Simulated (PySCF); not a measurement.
Si(Me)(OH)(OMe)(OEt), SMILES C[Si](OC)(OCC)O at its GFN2-xTB optimised geometry (Å):

```
20

C      1.9140    -1.3791     0.4720
C      0.5019    -1.9133     0.2884
O     -0.3662    -0.8452     0.0000
Si    -1.9883    -0.8452     0.0000
C     -2.6802    -1.8307    -1.4785
O     -2.5233    -1.4633     1.4095
O     -2.4799     0.7047     0.0000
C     -2.1889     1.6909    -0.9483
H      1.9340    -0.6628     1.2888
H      2.2438    -0.8791    -0.4350
H      2.5938    -2.1965     0.6965
H      0.1614    -2.4196     1.1973
H      0.4708    -2.6342    -0.5376
H     -2.2017    -1.5408    -2.4100
H     -2.5233    -2.8981    -1.3528
H     -3.7482    -1.6737    -1.5998
H     -3.3614    -1.1705     1.7554
H     -1.1114     1.7865    -1.0890
H     -2.6514     1.4487    -1.9082
H     -2.5938     2.6342    -0.5801
```

Computed with PySCF with B3LYP/def2-SVP. Cells within 0.4 Å of a nucleus heavier than hydrogen are left out (blank, or x).

Map of the HOMO amplitude (bohr^(-3/2)) on the plane z = 0.8 Å; orbital energy -7.53 eV, overall sign arbitrary:

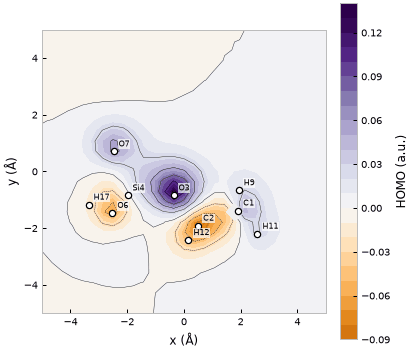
Figure: HOMO amplitude (bohr^(-3/2)) on the plane z = 0.8 Å.
